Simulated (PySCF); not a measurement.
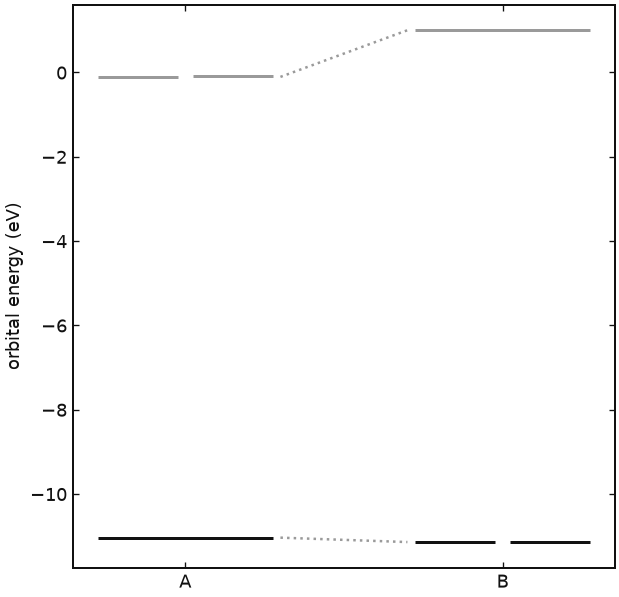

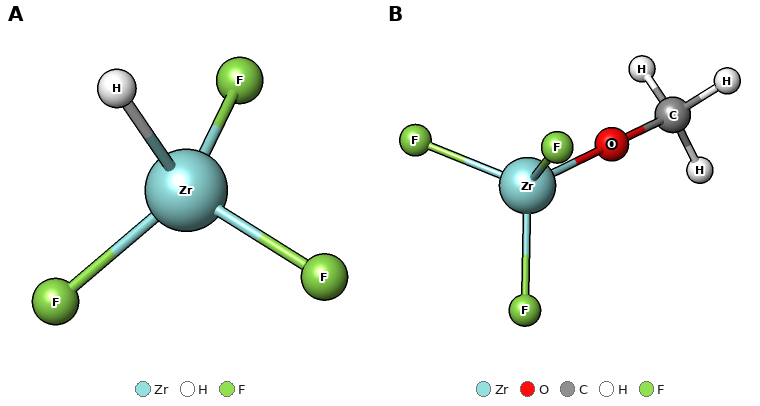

Related molecules: A is ZrHF₃, SMILES [H][Zr]([F])([F])[F], singlet; B is CH₃F₃OZr, SMILES C[O][Zr]([F])([F])[F], singlet. Frontier orbital energies, ωB97X-D/def2-SVPD in PySCF 2.14.0, at a PBE0-D3(BJ)/def2-SVP geometry (no frequency check); drawn are at most three filled levels and, in grey, the LUMO with any level within 0.03 eV of it; dotted lines join the HOMOs and the LUMOs.

What does the change do to the frontier levels?

From A to B the HOMO falls by 0.10 eV and the LUMO rises by 1.11 eV, so the separation goes from 10.93 to 12.14 eV.

Does the ΔSCF ionisation energy follow the HOMO?

A: −ε(HOMO) 11.04, ΔSCF 11.84 eV; B: −ε(HOMO) 11.14, ΔSCF 11.51 eV.

Limits of at least one run: effective core potentials, which hold scalar relativity, on atoms heavier than Kr; empty levels above zero depend strongly on the basis.
